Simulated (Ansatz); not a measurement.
SiNH$_{5}$SCl$_{2}$: several calculations on one system

### Relaxation

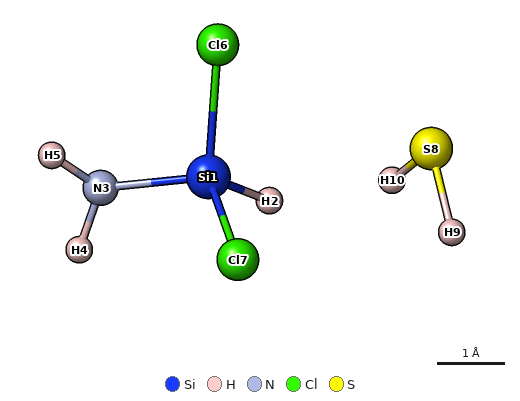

Starting structure of SiNH5SCl2. The picture is a ball-and-stick view, seen face on.

The run prepares an end point of a later path (reaction) calculation, from a guessed geometry.

Method: Ansatz, RKS PBE-D4/6-31G*.

The input:
```yaml
crystal:
  periodic: [false, false, false]
  atoms:
    - { symbol: Si, position_ang: [0.203832, 0.055238, -0.225479] }
    - { symbol: H, position_ang: [-0.074621, -0.245993, 1.186766] }
    - { symbol: "N", position_ang: [1.915694, 0.121774, -0.434215] }
    - { symbol: H, position_ang: [2.460694, -0.726177, -0.255675] }
    - { symbol: H, position_ang: [2.26853, 0.607852, -1.261814] }
    - { symbol: Cl, position_ang: [-0.450714, 1.926264, -0.800288] }
    - { symbol: Cl, position_ang: [-0.721056, -1.420396, -1.379151] }
    - { symbol: S, position_ang: [-2.887325, 0.132186, 1.125229] }
    - { symbol: H, position_ang: [-3.160753, -1.191758, 0.983607] }
    - { symbol: H, position_ang: [-1.788082, -0.131788, 1.920819] }
basis:
  gaussian: { orbitals: "6-31G*" }
hamiltonian:
  xc: pbe
  dispersion: d4
relax:
  f_tol: 0.03
  max_steps: 50
output:
  orbitals: {}
```

Command:
```bash
ansatz run input.yaml --threads 2 --pin off --max-ram 3072MiB --backend cpu --events-out ev --progress --plain --runs-dir out
```

### Predict the outcome.

The largest moves after the best rigid fit, 1.87 Å, are those of H9 and H10. Largest moves by element: H 1.87 Å, S 0.91 Å, Cl 0.51 Å, Si 0.26 Å, N 0.25 Å. Near-neighbour distances that change, for instance: S8–H10 1.382 → 1.359 Å, Si1–H2 1.471 → 1.483 Å, Si1–Cl6 2.064 → 2.073 Å, Si1–N3 1.726 → 1.717 Å. Bond angles that change, for instance: Cl6–Si1–Cl7 110.3° → 106.3°, N3–Si1–Cl6 104.2° → 106.8°, Si1–N3–H5 117.3° → 119.8°. Over 39 accepted moves (45 points after the start) the energy falls by 0.261 eV. The largest force component goes from 0.66 to 0.01 eV/Å. The line search rejected the trial steps at points 4, 8, 17, 21, 27, 37 of the run. The forces were under the threshold at step 28, but the run went on from there.

Final geometry:

```xyz
10

Si    0.4193   -0.0255   -0.1088
H     0.3767   -0.2245    1.3605
N     2.0379    0.2477   -0.6120
H     2.7625   -0.3830   -0.2640
H     2.2286    0.5358   -1.5728
Cl   -0.6750    1.6406   -0.6787
Cl   -0.5305   -1.6784   -0.9780
S    -3.0619   -0.3845    1.8550
H    -2.9765    0.6709    1.0031
H    -2.8149   -1.2720    0.8555
```

The end point in the same view:

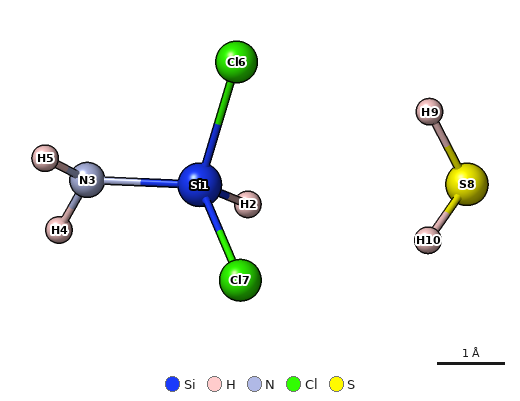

### Relaxation

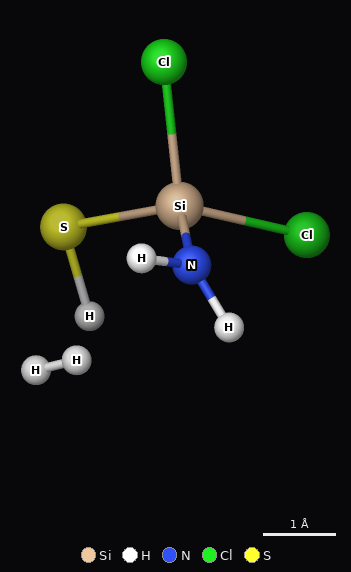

SiNH₅SCl₂, before the relaxation. Style: ball-and-stick. Shown from a free direction.

The run prepares an end point of a later path (reaction) calculation, from a guessed geometry.

These are results of Ansatz 0.2.0, RKS PBE-D4/6-31G*, not measurements.

The input:
```yaml
crystal:
  periodic: [false, false, false]
  atoms:
    - { symbol: Si, position_ang: [-0.520673, 0.124761, -0.786057] }
    - { symbol: H, position_ang: [0.193257, -0.322059, 1.757165] }
    - { symbol: "N", position_ang: [1.112755, 0.01996, -0.272687] }
    - { symbol: H, position_ang: [1.546992, -0.885387, -0.093827] }
    - { symbol: H, position_ang: [1.549108, 0.78511, 0.244947] }
    - { symbol: Cl, position_ang: [-0.675109, 1.869689, -1.905457] }
    - { symbol: Cl, position_ang: [-0.768442, -1.586123, -1.928535] }
    - { symbol: S, position_ang: [-2.212162, 0.314332, 0.539769] }
    - { symbol: H, position_ang: [-2.141699, -0.942886, 1.054869] }
    - { symbol: H, position_ang: [-0.317827, -0.250198, 2.249613] }
basis:
  gaussian: { orbitals: "6-31G*" }
hamiltonian:
  xc: pbe
  dispersion: d4
relax:
  f_tol: 0.03
  max_steps: 50
```

Run as
```bash
ansatz run input.yaml --threads 2 --pin off --max-ram 3072MiB --backend cpu --events-out ev --progress --plain --runs-dir out
```

Predict the outcome.

H10 moves most after the best rigid fit: 1.28 Å. By element the largest moves are H 1.28 Å, Cl 0.83 Å, S 0.57 Å, N 0.35 Å, Si 0.24 Å. Near-neighbour distances that change, for instance: H2–H10 0.713 → 0.754 Å, Si1–S8 2.158 → 2.133 Å, Si1–N3 1.715 → 1.722 Å. Bond angles that change, for instance: N3–Si1–S8 124.6° → 109.6°, N3–Si1–Cl6 106.4° → 116.7°, Cl7–Si1–S8 108.5° → 114.6°. The energy falls by 0.467 eV in 21 accepted moves (23 points after the start). Largest force component: 1.4 eV/Å at the start, 0.018 eV/Å at the end. The line search rejected the trial steps at points 11, 14 of the run. The forces were under the threshold at step 13, but the run went on from there.

Final geometry:

```xyz
10

Si   -0.5735    0.1886   -1.0124
H     0.1894   -1.0910    2.1923
N     0.8797    0.1962   -0.0883
H     1.6924   -0.2972   -0.4632
H     1.1498    1.0673    0.3726
Cl   -0.6527    1.4814   -2.6404
Cl   -0.7150   -1.7412   -1.7553
S    -2.2077    0.7874    0.2210
H    -1.8783   -0.0797    1.2188
H    -0.1180   -1.3845    2.8148
```

After the run, drawn alike:

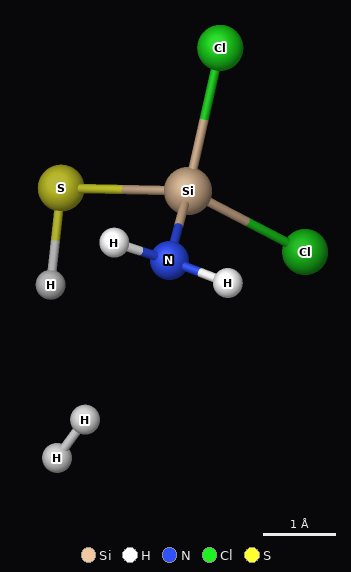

Limits of the set-up: the start holds two separate molecules, 2.3 Å apart at their closest, whose relative position is a soft coordinate.

### Path

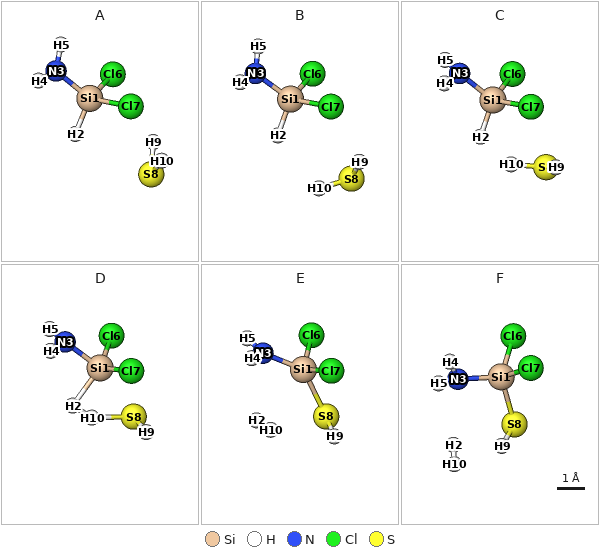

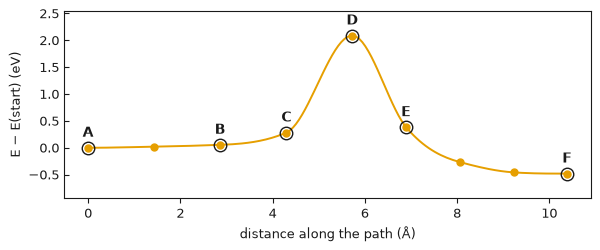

A search for the minimum-energy path of SiNH₅SCl₂, made up at the start of SiNH3Cl2 and H2S by the nudged elastic band. Images are numbered from 0 (start) to 8 (end). Frames A to F are images 0, 2, 3, 4, 5, 8. A ball-and-stick model, seen from a free direction.

Method: Ansatz 0.2.0, RKS PBE-D4/6-31G*. Run with 7 movable images; climbing image; force threshold 0.05 eV/Å; iteration limit 60; starting path through a guess of the saddle point.

### Read off the barrier and say what moves.

The highest point, image 4, lies 2.09 eV above the start and 2.57 eV above the end; the end is at −0.48 eV relative to the start. Breaking: S8–H10 (1.36 → 1.71 at the top → 3.98 Å), Si1–H2 (1.48 → 1.75 at the top → 3.53 Å). Forming: H2–H10 (3.40 → 1.00 at the top → 0.75 Å), Si1–S8 (4.01 → 2.50 at the top → 2.13 Å). The band converged in 28 iterations. The largest component of the band force went from 36 to 0.043 eV/Å. The climbing image converged on the top of the path. Its vibrational analysis gives 2 imaginary modes over 30i cm⁻¹, so it isn't confirmed as a transition state.

Limits of the set-up: the start holds two separate molecules, 3.0 Å apart at their closest, whose relative position is a soft coordinate.
